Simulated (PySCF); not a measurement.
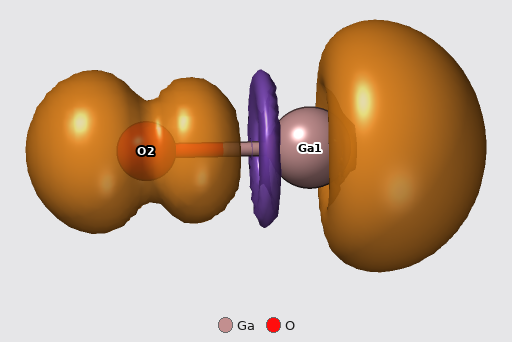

*GaO (doublet). Isosurfaces of the spin density at +0.02 (orange) and −0.02 e/Å³ (purple), seen from one side.*

Computed with PySCF 2.14.0, PBE0/def2-TZVPPD, non-relativistic Hamiltonian with scalar-relativistic core potentials where named, at a bond length of 1.712 Å.

```yaml
atoms:
  - { symbol: Ga, position_ang: [0.0000, 0.0000, -0.3225] }
  - { symbol: O, position_ang: [0.0000, 0.0000, 1.3895] }
```

**Which atoms carry the spin?**

The unpaired spin (1 electron) lies mostly on O2 (about 0.5) and Ga1 (about 0.5), in electrons by Hirshfeld's partition.
